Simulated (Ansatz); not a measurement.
Three curves of one kind of scan: energy against volume (even scaling of the relaxed cell, symmetry kept). The numbers are results of r2SCAN (plane waves to 500 eV, PAW, scalar-relativistic; Ansatz, a program for electronic structure), not measurements. Each is measured from its own zero (the relaxed starting cell). 

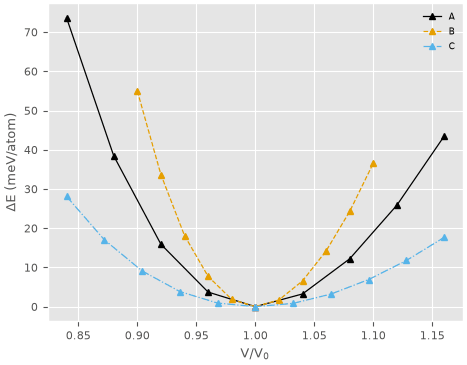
*Curves A, B and C.*

| V/V₀ | ΔE (meV/atom) |
|---|---|
| 0.840 | 73.7 |
| 0.920 | 15.9 |
| 1.000 | 0.0 |
| 1.080 | 12.2 |
| 1.160 | 43.4 |

Question: Which curve does this table belong to?

Answer: Curve A, which is Li2O (anti-fluorite). The others: B is HgTe (zinc blende); C is Li (bcc, W type).

All were relaxed with their symmetry unable to fall. At this level the bands of HgTe touch or barely overlap. Spin-orbit coupling is left out.

(Under strain, the slope of the energy per volume gives the stress and its curvature an elastic modulus.)
